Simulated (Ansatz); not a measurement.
Input file:

```
crystal:
  periodic: [false, false, false]
  atoms:
    - {symbol: Li, position_ang: [-1.046893, 0.528984, -0.834673]}
    - {symbol: Li, position_ang: [1.279146, 0.165462, 0.639443]}
    - {symbol: O, position_ang: [-0.232253, -0.694446, 0.195220]}
basis:
  gaussian: {orbitals: def2-TZVP, initial_orbitals: start.molden}
magnetization: {spin_polarized: true, initial_magnetization: 2}
hamiltonian: {xc: pbe0, dispersion: d4}
output: {orbitals: {seedname: orbitals}}
```

Launched as:

```sh
ansatz run in.yaml --threads 4 --pin off --events-out ev --progress --plain --max-ram 3916MiB
```

Geometry: r2SCAN-D4/def2-TZVP.

The calculation used UKS PBE0-D4/def2-TZVP in Ansatz.

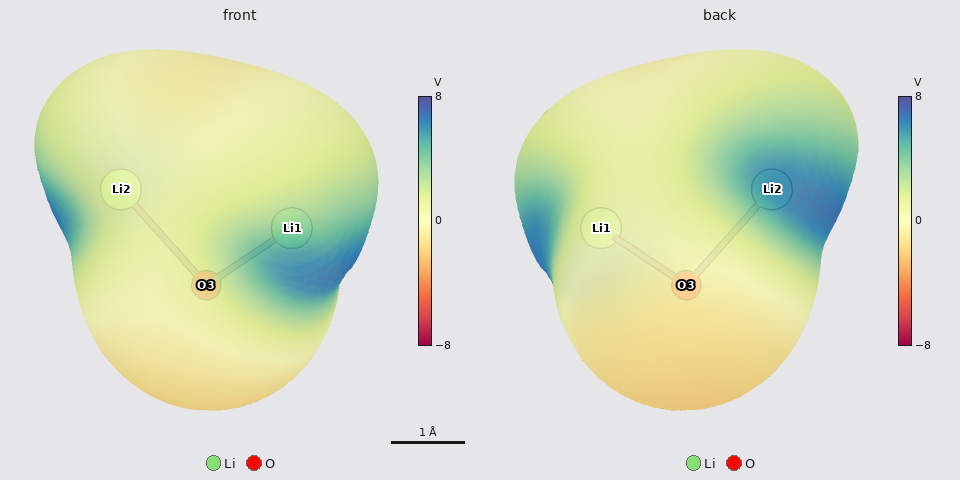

Li₂O (triplet). The electrostatic potential painted on the density surface at 0.002 e/bohr³, seen from the front and from behind; the colour scale runs from red (negative) to blue (positive).

> Describe the electrostatic potential map.

The most negative region (about −1.9 V) lies over O3, the most positive (about +6.8 V) over Li1 and Li2. O3 is the likeliest acceptor of a hydrogen bond.
